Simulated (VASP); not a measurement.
## MgMo with rSCAN: from relaxation to properties

What structure does MgMo take at this level, and what are its properties? The steps: relaxing cell and atoms (rSCAN), second relaxation, single point with fields (rSCAN), bands along the symmetry lines (rSCAN), total and projected DOS (rSCAN) and zone-centre phonons (rSCAN). The cell is invented: it takes the structure of a Materials Project entry for MgZr (space group 166 there), with some of its atoms replaced by other elements, volume scaled by an estimate. It may not be a known or stable phase. Left out of this account: 2 further runs (core levels: core levels are not valid at this level; density of states: it ended just at its time limit, and its output was not read).

Main program and level: VASP 6.6.1; rSCAN; plane waves and PAW (Mo_sv, Mg); invented cell.

### Step 1. Starting point

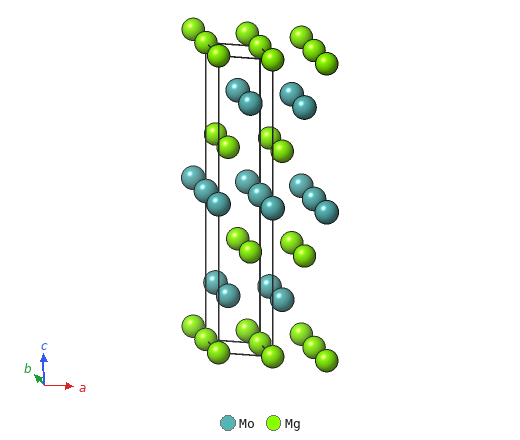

The cell as given, slightly off an axis (molybdenum teal, magnesium green). 2×2×1 cells are drawn. This picture shows the conventional cell, with its axes. Some periodic images of atoms are drawn too.

### Step 2. Relaxing cell and atoms (rSCAN)

The start need not lie at this functional's minimum. ISIF = 3 frees volume, shape and positions, and EDIFFG sets the threshold on forces and stress at which the search stops.

Input file INCAR:

```
SYSTEM = MgMo
PREC = Accurate
ENCUT = 400
EDIFF = 1E-06
NELM = 100
ISMEAR = 1
SIGMA = 0.2
LREAL = .FALSE.
ALGO = Normal
METAGGA = RSCAN
LASPH = .TRUE.
LORBIT = 11
LWAVE = .FALSE.
LCHARG = .FALSE.
IBRION = 2
NSW = 60
ISIF = 3
EDIFFG = -0.01
```

Input file POSCAR:

```
MgMo
1.0
    1.4562970000      0.8407940000      5.2520970000
   -1.4562970000      0.8407940000      5.2520970000
    0.0000000000     -1.6815870000      5.2520970000
Mo Mg
1 1
Direct
    0.5000000000      0.5000000000      0.5000000000
    0.0000000000      0.0000000000      0.0000000000
```

Input file KPOINTS:

```
Automatic mesh
0
Gamma
9 9 9
0 0 0
```

Potentials, in the order of the species: Mo_sv and Mg (PBE family, release 64).

Started as:

```
$ mpirun -np 1 vasp_std
```

The program printed:

```text
[banner, memory and clock lines left out]
running    1 mpi-ranks, on    1 nodes
 distrk:  each k-point on    1 cores,    1 groups
 distr:  one band on    1 cores,    1 groups

 POSCAR found type information on POSCAR MoMg
 POSCAR found :  2 types and       2 ions
|                                                                             |
|               ----> ADVICE to this user running VASP <----                  |
|                                                                             |
|     You enforced a specific xc type in the INCAR file but a different       |
|     [... a line on the potential file left out ...]
|     I HOPE YOU KNOW WHAT YOU ARE DOING!                                     |
|                                                                             |

 LDA part: xc-table for (None), standard interpolation
 POSCAR, INCAR and KPOINTS ok, starting setup
 FFT: planning ... GRIDC
 FFT: planning ... GRID_SOFT
 FFT: planning ... GRID
 WAVECAR not read
 entering main loop
       N       E                     dE             d eps       ncg     rms          rms(c)
DAV:   1     0.467731926665E+02    0.46773E+02   -0.91833E+03  2400   0.102E+03
DAV:   2    -0.489621600323E+02   -0.95735E+02   -0.91861E+02  2404   0.288E+02
DAV:   3    -0.508255126247E+02   -0.18634E+01   -0.17712E+01  2440   0.377E+01
DAV:   4    -0.508421243747E+02   -0.16612E-01   -0.16594E-01  2116   0.347E+00
DAV:   5    -0.508422637884E+02   -0.13941E-03   -0.13940E-03  2384   0.313E-01    0.978E+00
DAV:   6    -0.443581963715E+02    0.64841E+01   -0.34924E+00  2044   0.216E+01    0.214E+00
DAV:   7    -0.443652653411E+02   -0.70690E-02   -0.49813E-02  2276   0.213E+00    0.140E+00
DAV:   8    -0.443768893588E+02   -0.11624E-01   -0.40130E-02  2076   0.201E+00    0.586E-01
DAV:   9    -0.443791124473E+02   -0.22231E-02   -0.31428E-03  2312   0.605E-01    0.162E-01
DAV:  10    -0.443791795348E+02   -0.67087E-04   -0.64081E-04  2204   0.243E-01    0.287E-02
DAV:  11    -0.443792115665E+02   -0.32032E-04   -0.44973E-05  2160   0.600E-02    0.132E-02
DAV:  12    -0.443792089822E+02    0.25843E-05   -0.24804E-06  2184   0.138E-02    0.218E-03
DAV:  13    -0.443792088174E+02    0.16477E-06   -0.16983E-07  1044   0.399E-03
   1 F= -.44379209E+02 E0= -.44379894E+02  d E =-.443792E+02
 curvature:   0.00 expect dE= 0.000E+00 dE for cont linesearch  0.000E+00
 trial: gam= 0.00000 g(F)=  0.202E-58 g(S)=  0.685E+00 ort = 0.000E+00 (trialstep = 0.100E+01)
 search vector abs. value=  0.685E+00
 bond charge predicted
       N       E                     dE             d eps       ncg     rms          rms(c)
DAV:   1    -0.568812979367E+02   -0.12502E+02   -0.25321E+02  2116   0.198E+02    0.376E+01
DAV:   2    -0.452038494987E+02    0.11677E+02   -0.37429E+01  2120   0.684E+01    0.794E+00
DAV:   3    -0.445384817064E+02    0.66537E+00   -0.14780E+00  2120   0.118E+01    0.596E+00
DAV:   4    -0.444400531195E+02    0.98429E-01   -0.42278E-01  2192   0.755E+00    0.381E+00
DAV:   5    -0.444536899957E+02   -0.13637E-01   -0.31720E-02  2448   0.177E+00    0.858E-01
DAV:   6    -0.444550929860E+02   -0.14030E-02   -0.11588E-03  2284   0.345E-01    0.518E-02
DAV:   7    -0.444550780858E+02    0.14900E-04   -0.73798E-05  2304   0.970E-02    0.132E-02
DAV:   8    -0.444550805293E+02   -0.24435E-05   -0.36056E-06  2172   0.186E-02    0.118E-02
DAV:   9    -0.444550789001E+02    0.16292E-05   -0.10419E-06  1100   0.126E-02    0.245E-03
DAV:  10    -0.444550791105E+02   -0.21039E-06   -0.64547E-08  1060   0.347E-03
   2 F= -.44455079E+02 E0= -.44454760E+02  d E =-.758703E-01
[...]
3 F= -.44593804E+02 E0= -.44594693E+02  d E =-.214595E+00
[...]
4 F= -.44593814E+02 E0= -.44594695E+02  d E =-.214605E+00
[...]
5 F= -.44602317E+02 E0= -.44603610E+02  d E =-.850348E-02
[...]
6 F= -.44603245E+02 E0= -.44604457E+02  d E =-.943093E-02
[...]
7 F= -.44603265E+02 E0= -.44604489E+02  d E =-.201646E-04
 trial-energy change:   -0.000020  1 .order   -0.000039   -0.000355    0.000277
 step:   0.4522(harm=  0.4906)  dis= 0.00000  next Energy=   -44.603334 (dE=-0.891E-04)
 bond charge predicted
       N       E                     dE             d eps       ncg     rms          rms(c)
DAV:   1    -0.446047177770E+02   -0.14528E-02   -0.26764E-02  2088   0.212E+00    0.292E-01
DAV:   2    -0.446034311430E+02    0.12866E-02   -0.55772E-03  2084   0.776E-01    0.595E-02
DAV:   3    -0.446033226130E+02    0.10853E-03   -0.21255E-04  2072   0.104E-01    0.324E-02
DAV:   4    -0.446033274509E+02   -0.48380E-05   -0.25680E-05  2224   0.582E-02    0.187E-02
DAV:   5    -0.446033322903E+02   -0.48393E-05   -0.52436E-06  2216   0.248E-02    0.605E-03
DAV:   6    -0.446033329640E+02   -0.67376E-06   -0.59071E-07  1068   0.853E-03
   8 F= -.44603333E+02 E0= -.44604552E+02  d E =-.882119E-04
 curvature:  -0.25 expect dE=-0.749E-07 dE for cont linesearch -0.695E-07
 trial: gam=-0.02447 g(F)=  0.383E-57 g(S)=  0.303E-06 ort = 0.108E-04 (trialstep = 0.790E+00)
 search vector abs. value=  0.232E-07
 reached required accuracy - stopping structural energy minimisation
```

Elapsed: 20 min, on 1 MPI rank of AMD EPYC 9R14 (Zen 4), shared host; peak memory 0.21 GiB.

Lines that name or quote the potential files are left out of all logs, and their timing lines are given in words.

From OUTCAR (step 2):

```text
ion  position               nearest neighbor table
   1  0.500  0.500  0.500-   2 3.12   2 3.12   2 3.12   2 3.12   2 3.12   2 3.12
   2  0.000  0.000  0.000-   1 3.12   1 3.12   1 3.12   1 3.12   1 3.12   1 3.12

  LATTYP: Found a trigonal (rhomboedric) cell.
 ALAT       =     5.5147310361
 COS(alpha) =     0.8605298094

 Subroutine GETGRP returns: Found 12 space group operations
 (whereof 12 operations were pure point group operations)

The static configuration has the point symmetry D_3d.

 Found     85 irreducible k-points:

   k-points           NKPTS =     85   k-points in BZ     NKDIM =     85   number of bands    NBANDS=     12

   dimension x,y,z NGX =    36 NGY =   36 NGZ =   36
   dimension x,y,z NGXF=    72 NGYF=   72 NGZF=   72

   ENCUT  =  400.0 eV  29.40 Ry    5.42 a.u.   8.99  8.99  8.99*2*pi/ulx,y,z

   NELECT =      16.0000    total number of electrons

 k-points in reciprocal lattice and weights: Automatic mesh
   0.00000000  0.00000000  0.00000000       0.001
   0.11111111  0.00000000  0.00000000       0.008
   0.22222222  0.00000000  0.00000000       0.008
   0.33333333  0.00000000  0.00000000       0.008
   0.44444444  0.00000000  0.00000000       0.008
   0.11111111  0.11111111  0.00000000       0.008
   0.22222222  0.11111111  0.00000000       0.016
   0.33333333  0.11111111  0.00000000       0.016
   0.44444444  0.11111111  0.00000000       0.016
[...]
0.44444444  0.44444444  0.44444444       0.003
  -0.44444444  0.44444444  0.44444444       0.008

 average (electrostatic) potential at core
       1 -79.0608       2 -36.7375

 E-fermi :   7.3582

 k-point     1 :       0.0000    0.0000    0.0000
  band No.  band energies     occupation
    ...
      5      -0.3717      2.00000
      6       3.4429      2.00000
      7       6.4031      2.00000
      8       7.1124      2.07091
      9       7.1124      2.07091
     10       9.7016     -0.00000
     11       9.7016     -0.00000
     12      11.5156      0.00000

 k-point     2 :       0.1111    0.0000    0.0000
  band No.  band energies     occupation
    ...
      4     -28.0639      2.00000
      5       0.0005      2.00000
      6       3.8321      2.00000
      7       6.0756      2.00000
      8       6.7534      2.00016
      9       7.5061      0.05433
     10       9.5673     -0.00000
     11       9.9518     -0.00000
     12      11.7273      0.00000

 k-point     3 :       0.2222    0.0000    0.0000
  band No.  band energies     occupation
    ...
      4     -28.1360      2.00000
      5       1.0327      2.00000
      6       4.5103      2.00000
      7       5.4837      2.00000
      8       6.3840      2.00000
      9       8.6099     -0.00000
     10       9.2464     -0.00000
     11      10.3347     -0.00000
     12      12.4130      0.00000

  Total        0.0012338      0.0012338      0.0030866      0.0000000      0.0000000      0.0000000
  in kB        0.0581808      0.0581809      0.1455550      0.0000000      0.0000000      0.0000000
  external PRESSURE =       0.0873056 kB  Pullay stress =       0.0000000 kB

  energy-cutoff  :      400.00
  volume of cell :       33.98
      direct lattice vectors                 reciprocal lattice vectors
     1.416564061  0.817854128  4.887725756     0.352966741  0.203785397  0.068198031
    -1.416564061  0.817854128  4.887725756    -0.352966741  0.203785397  0.068198031
    -0.000000000 -1.635707353  4.887725767     0.000000000 -0.407570793  0.068198068

 POSITION                                       TOTAL-FORCE (eV/Angst)
 -----------------------------------------------------------------------------------
     -0.00000      0.00000      7.33159        -0.000000     -0.000000      0.000000
     -0.00000     -1.63571      4.88773         0.000000      0.000000     -0.000000
 -----------------------------------------------------------------------------------
    total drift:                                0.000000     -0.000000      0.000000

  FREE ENERGIE OF THE ION-ELECTRON SYSTEM (eV)
  ---------------------------------------------------
  free  energy   TOTEN  =       -44.6033329640 eV

  energy  without entropy=      -44.6069910214  energy(sigma->0) =      -44.60455232

 reached required accuracy - stopping structural energy minimisation

 total charge
# of ion       s       p       d       tot
------------------------------------------
    1        2.351   6.142   3.843  12.336
    2        0.213   0.192   0.029   0.434
--------------------------------------------------
tot          2.564   6.334   3.872  12.770

[... 3 further parts left out ...]
```

CONTCAR:

```
MgMo
   1.00000000000000
     1.4165640612419732    0.8178541277184653    4.8877257562501306
    -1.4165640612419732    0.8178541277184653    4.8877257562501306
    -0.0000000000000000   -1.6357073528250887    4.8877257673169838
  Mo              Mg
     1     1
Direct
     0.5000000000000000    0.5000000000000000    0.5000000000000000
     0.0000000000000000    0.0000000000000000    1.0000000000000000
```

The k-mesh is coarse for a metal. The PAW data sets were made with PBE, which is usual practice but a small mismatch for other functionals. After so large a change of volume the plane waves of the start cell no longer fit, so the final stress carries a basis-set error. The run keeps the 12 symmetry operations of its start, so it cannot find a distortion of lower symmetry.

The steps of the relaxation:

| step | energy less that of the first step (eV) | largest force (eV/Å) | pressure (GPa) | volume (Å³) |
| --- | --- | --- | --- | --- |
| 1 | 0.0000 | 0.0000 | -12.44 | 38.59 |
| 2 | -0.0759 | 0.0000 | 15.97 | 30.79 |
| 3 | -0.2146 | 0.0000 | 0.51 | 33.95 |
| 4 | -0.2146 | 0.0000 | 0.83 | 33.86 |
| 5 | -0.2231 | 0.0000 | 0.22 | 33.90 |
| 6 | -0.2240 | 0.0000 | 0.35 | 33.89 |
| 7 | -0.2241 | 0.0000 | -0.28 | 34.05 |
| 8 | -0.2241 | 0.0000 | 0.01 | 33.98 |

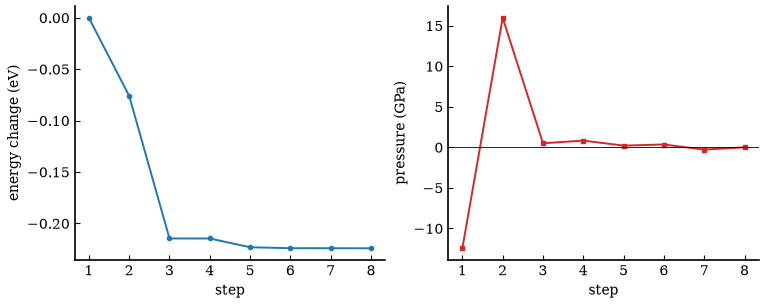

Energy and pressure along the relaxation.

| conventional cell, symmetrised | before | after | change |
| --- | --- | --- | --- |
| a (Å) | 2.913 | 2.833 | -2.7 % |
| b (Å) | 2.913 | 2.833 | -2.7 % |
| c (Å) | 15.756 | 14.663 | -6.9 % |
| volume (Å³/atom) | 19.29 | 16.99 | -11.9 % |

Final coordinates:

```xyz
2
Lattice="1.4166 0.8179 4.8877 -1.4166 0.8179 4.8877 0.0000 -1.6357 4.8877" Properties=species:S:1:pos:R:3 pbc="T T T"
Mo    0.0000    0.0000    7.3316
Mg    0.0000    0.0000    0.0000
```

Numbers from this step:

| Item | Value |
| --- | --- |
| electrons | 16 |
| bands | 12 |
| irreducible k-points | 85 |
| symmetry operations | 12 |
| free energy (TOTEN) | -44.60 eV |
| energy at zero smearing | -44.60 eV |
| Fermi energy | 7.358 eV |
| pressure | 0.008731 GPa |
| metallic | yes |
| SCF cycles over all ionic steps | 66 |

It ends with forces that vanish by symmetry and a pressure of 0.01 GPa.

### Step 3. Second relaxation

The basis stayed that of the start cell while the cell moved. A rerun from the cell reached resets it; the error of the finite cutoff stays.

INCAR is that of step 2.

Input file POSCAR:

```
MgMo
1.0
    1.4165640612      0.8178541277      4.8877257563
   -1.4165640612      0.8178541277      4.8877257563
    0.0000000000     -1.6357073528      4.8877257673
Mo Mg
1 1
Direct
    0.5000000000      0.5000000000      0.5000000000
    0.0000000000      0.0000000000      0.0000000000
```

KPOINTS is that of step 2.

Started as:

```
$ mpirun -np 1 vasp_std
```

The program printed:

```text
[banner, memory and clock lines left out]
running    1 mpi-ranks, on    1 nodes
 distrk:  each k-point on    1 cores,    1 groups
 distr:  one band on    1 cores,    1 groups

 POSCAR found type information on POSCAR MoMg
 POSCAR found :  2 types and       2 ions
 [... a notice as in an earlier step ...]

 LDA part: xc-table for (None), standard interpolation
 POSCAR, INCAR and KPOINTS ok, starting setup
 FFT: planning ... GRIDC
 FFT: planning ... GRID_SOFT
 FFT: planning ... GRID
 WAVECAR not read
 entering main loop
       N       E                     dE             d eps       ncg     rms          rms(c)
DAV:   1     0.540767557253E+02    0.54077E+02   -0.92448E+03  2360   0.104E+03
DAV:   2    -0.491531988084E+02   -0.10323E+03   -0.99271E+02  2436   0.301E+02
DAV:   3    -0.509587371930E+02   -0.18055E+01   -0.17538E+01  2372   0.394E+01
DAV:   4    -0.509710810778E+02   -0.12344E-01   -0.12333E-01  2136   0.331E+00
DAV:   5    -0.509711790063E+02   -0.97929E-04   -0.97923E-04  2408   0.293E-01    0.121E+01
DAV:   6    -0.445818277049E+02    0.63894E+01   -0.31732E+00  2044   0.212E+01    0.206E+00
DAV:   7    -0.445847855048E+02   -0.29578E-02   -0.46121E-02  2272   0.215E+00    0.131E+00
DAV:   8    -0.445940573827E+02   -0.92719E-02   -0.36506E-02  2068   0.201E+00    0.535E-01
DAV:   9    -0.445954824534E+02   -0.14251E-02   -0.19925E-03  2308   0.512E-01    0.155E-01
DAV:  10    -0.445955497970E+02   -0.67344E-04   -0.27936E-04  2196   0.172E-01    0.272E-02
DAV:  11    -0.445955650289E+02   -0.15232E-04   -0.23092E-05  2184   0.445E-02    0.757E-03
DAV:  12    -0.445955630148E+02    0.20141E-05   -0.67406E-07  1236   0.928E-03    0.179E-03
DAV:  13    -0.445955630022E+02    0.12602E-07   -0.12332E-07  1052   0.378E-03
   1 F= -.44595563E+02 E0= -.44596786E+02  d E =-.445956E+02
 curvature:   0.00 expect dE= 0.000E+00 dE for cont linesearch  0.000E+00
 trial: gam= 0.00000 g(F)=  0.384E-59 g(S)=  0.138E-03 ort = 0.000E+00 (trialstep = 0.100E+01)
 search vector abs. value=  0.138E-03
 bond charge predicted
       N       E                     dE             d eps       ncg     rms          rms(c)
DAV:   1    -0.445981883491E+02   -0.26253E-02   -0.49886E-02  2088   0.289E+00    0.400E-01
DAV:   2    -0.445957547651E+02    0.24336E-02   -0.10477E-02  2080   0.106E+00    0.824E-02
DAV:   3    -0.445955570235E+02    0.19774E-03   -0.39314E-04  2080   0.141E-01    0.451E-02
DAV:   4    -0.445955646517E+02   -0.76282E-05   -0.45745E-05  2228   0.778E-02    0.257E-02
DAV:   5    -0.445955721887E+02   -0.75370E-05   -0.94866E-06  2276   0.332E-02    0.825E-03
DAV:   6    -0.445955732336E+02   -0.10449E-05   -0.11409E-06  1096   0.118E-02    0.205E-03
DAV:   7    -0.445955730583E+02    0.17532E-06   -0.69666E-08  1036   0.296E-03
   2 F= -.44595573E+02 E0= -.44596790E+02  d E =-.100561E-04
 trial-energy change:   -0.000010  1 .order   -0.000005   -0.000138    0.000128
 step:   0.5468(harm=  0.5190)  dis= 0.00000  next Energy=   -44.595602 (dE=-0.386E-04)
 bond charge predicted
       N       E                     dE             d eps       ncg     rms          rms(c)
DAV:   1    -0.445961471941E+02   -0.57396E-03   -0.10262E-02  2084   0.131E+00    0.180E-01
DAV:   2    -0.445956491027E+02    0.49809E-03   -0.22242E-03  2080   0.487E-01    0.376E-02
DAV:   3    -0.445956029997E+02    0.46103E-04   -0.88780E-05  2072   0.663E-02    0.198E-02
DAV:   4    -0.445956027546E+02    0.24504E-06   -0.95362E-06  2228   0.351E-02
   3 F= -.44595603E+02 E0= -.44596822E+02  d E =-.397524E-04
 curvature:  -0.26 expect dE=-0.421E-05 dE for cont linesearch -0.291E-05
 trial: gam= 0.00000 g(F)=  0.158E-58 g(S)=  0.163E-04 ort =-0.394E-04 (trialstep = 0.909E+00)
 search vector abs. value=  0.163E-04
 reached required accuracy - stopping structural energy minimisation
```

Run time: 6.8 min. Hardware: 1 MPI rank; peak memory 0.2 GiB.

From OUTCAR (step 3):

```text
  LATTYP: Found a trigonal (rhomboedric) cell.
 ALAT       =     5.1541635774
 COS(alpha) =     0.8489272307

The static configuration has the point symmetry D_3d.

 Found     85 irreducible k-points:

   ENCUT  =  400.0 eV  29.40 Ry    5.42 a.u.   8.41  8.41  8.41*2*pi/ulx,y,z

   NELECT =      16.0000    total number of electrons

 E-fermi :   7.3764

 k-point     1 :       0.0000    0.0000    0.0000
  band No.  band energies     occupation
    ...
      5      -0.3614      2.00000
      6       3.4563      2.00000
      7       6.4227      2.00000
      8       7.1294      2.07088
      9       7.1294      2.07088
     10       9.7231     -0.00000
     11       9.7231     -0.00000
     12      11.5463      0.00000

 k-point     2 :       0.1111    0.0000   -0.0000
  band No.  band energies     occupation
    ...
      4     -28.0414      2.00000
      5       0.0112      2.00000
      6       3.8461      2.00000
      7       6.0934      2.00000
      8       6.7694      2.00015
      9       7.5237      0.05616
     10       9.5884     -0.00000
     11       9.9743     -0.00000
     12      11.7582      0.00000

  Total        0.0177640      0.0177640      0.0066577      0.0000000      0.0000000      0.0000000
  in kB        0.8390987      0.8390991      0.3144824      0.0000000      0.0000000      0.0000000
  external PRESSURE =       0.6642267 kB  Pullay stress =       0.0000000 kB

  energy-cutoff  :      400.00
  volume of cell :       33.92
      direct lattice vectors                 reciprocal lattice vectors
     1.415903304  0.817472639  4.884059607     0.353131459  0.203880497  0.068249223
    -1.415903304  0.817472639  4.884059607    -0.353131459  0.203880497  0.068249223
    -0.000000000 -1.634944376  4.884059618     0.000000000 -0.407760994  0.068249260

 POSITION                                       TOTAL-FORCE (eV/Angst)
 -----------------------------------------------------------------------------------
     -0.00000      0.00000      7.32609        -0.000000      0.000000      0.000000
     -0.00000     -0.00000      0.00000         0.000000      0.000000     -0.000000
 -----------------------------------------------------------------------------------
    total drift:                                0.000000     -0.000000      0.000000

  FREE ENERGIE OF THE ION-ELECTRON SYSTEM (eV)
  ---------------------------------------------------
  free  energy   TOTEN  =       -44.5956027546 eV

  energy  without entropy=      -44.5992601573  energy(sigma->0) =      -44.59682189

 total charge
# of ion       s       p       d       tot
------------------------------------------
    1        2.352   6.143   3.844  12.339
    2        0.213   0.192   0.029   0.435
--------------------------------------------------
tot          2.565   6.336   3.873  12.774

[... 4 parts as in an earlier step ...]

[... 7 further parts left out ...]
```

Little changed from the start: no atom moved by 0.005 Å and no cell edge by 0.1 %.

This step gave:

```yaml
fermi_energy: 7.376 eV
pressure: 0.06642 GPa
scf_cycles_over_all_ionic_steps: 24
```

It ends with forces that vanish by symmetry and a pressure of 0.07 GPa.

[end of part 1 of 2]

[Lines on the potential files, build, host, timing and source positions are cut from VASP's logs without a mark.]

[Logs are printed without paths, hosts, clocks, repeated set-up lines and the standing remarks that a program may print on its own settings, such as how far it seeks lower states.]

[Hosts, paths, dates, database ids (printed as entryN), source tags and the programs' standing remarks are cut or masked in the printed files.]

[A measured line is paired with the nearest computed mode of its activity, which favours agreement.]
